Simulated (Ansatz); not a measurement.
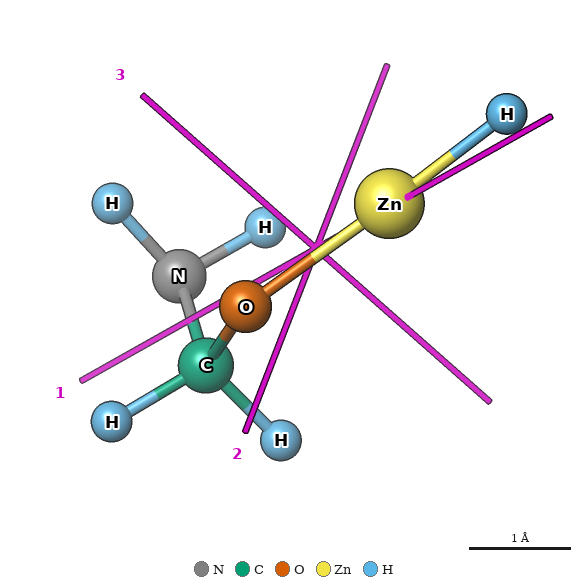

The three principal axes of inertia are drawn and numbered. Depth is shown by fading: the farther an atom, the more it takes the colour of the background. Computed geometry: PBE-D4/def2-SVP optimisation. No frequency run is at hand to confirm it as a minimum. Masses are those of the most abundant isotopes; constants are for the rigid equilibrium geometry.

Which line is the a axis (least moment of inertia), which b and which c?

Answer. a is line 1, b is line 2, c is line 3; the moments are 34.0, 212, 236 u Å².

What kind of rotor is it, and what are its rotational constants in MHz?

Answer. An asymmetric top (C1): A = 14854, B = 2383, C = 2145 MHz. Ray's parameter κ is −0.96, close to the prolate limit.
